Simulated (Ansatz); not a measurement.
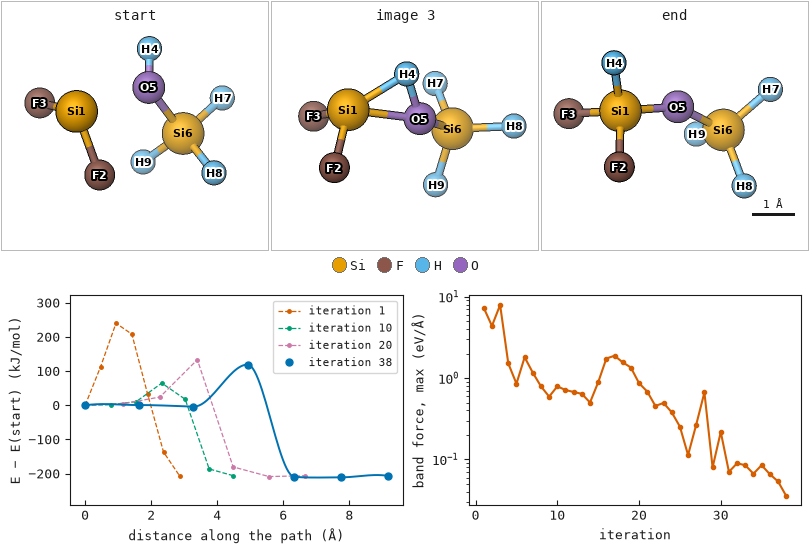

A search for the minimum-energy path of Si$_{2}$H$_{4}$OF$_{2}$ by the nudged elastic band. Images are numbered from 0 (start) to 6 (end). The plot follows the band through its iterations. Style: ball-and-stick. Shown at a tilt.

Theory: RKS PBE0-D4/def2-SVP (Ansatz 0.2.0).

Input
```yaml
crystal:
  periodic: [false, false, false]
  atoms:
    - {symbol: Si, position_ang: [-1.470956, -1.548536, 0.206362]}
    - {symbol: F, position_ang: [0.011448, -1.822427, 0.847958]}
    - {symbol: F, position_ang: [-1.104188, -1.748138, -1.365472]}
    - {symbol: H, position_ang: [-1.350333, 1.013482, -0.449600]}
    - {symbol: O, position_ang: [-0.798819, 0.438675, 0.089179]}
    - {symbol: Si, position_ang: [0.862254, 0.814394, 0.156841]}
    - {symbol: H, position_ang: [0.934217, 2.236026, -0.264054]}
    - {symbol: H, position_ang: [1.296683, 0.656247, 1.556177]}
    - {symbol: H, position_ang: [1.619593, -0.039524, -0.777492]}
basis:
  gaussian: {orbitals: def2-SVP}
hamiltonian: {xc: pbe0, dispersion: d4}
neb:
  images: 5
  climbing: true
  max_iterations: 40
  initial_path: idpp
  final_atoms:
    - {symbol: Si, position_ang: [-1.271152, -0.908855, 0.007704]}
    - {symbol: F, position_ang: [-1.080780, -1.702421, 1.362828]}
    - {symbol: F, position_ang: [-0.937815, -1.921606, -1.160881]}
    - {symbol: H, position_ang: [-2.662980, -0.470523, -0.108771]}
    - {symbol: O, position_ang: [-0.268610, 0.336343, -0.044702]}
    - {symbol: Si, position_ang: [1.230631, 1.012781, -0.018980]}
    - {symbol: H, position_ang: [1.062220, 2.479146, -0.143254]}
    - {symbol: H, position_ang: [1.900773, 0.682807, 1.262077]}
    - {symbol: H, position_ang: [2.027613, 0.492528, -1.156121]}
```

Command:
```bash
ansatz run in.yaml --threads 4 --pin off --events-out ev --progress --plain --max-ram 9574MiB
```

### Judge this run.

The run is converged, with reservations. The band converged in 38 iterations. The largest component of the band force went from 7.3 to 0.036 eV/Å. The climbing image converged on the top of the path. Its curvatures weren't checked. The largest force component is 0.97 eV/Å at the start and 0.88 eV/Å at the end; an end with forces this large is no minimum, and the barrier measured from it can be far off. The first iteration put the highest image at 240.3 kJ/mol. Forward barrier 119.2 kJ/mol, backward barrier 325.4 kJ/mol, with image 3 at the top; the reaction energy is −206.2 kJ/mol. Image 5 lies below both ends, at −210.9 kJ/mol, so an end isn't at the bottom of its valley.
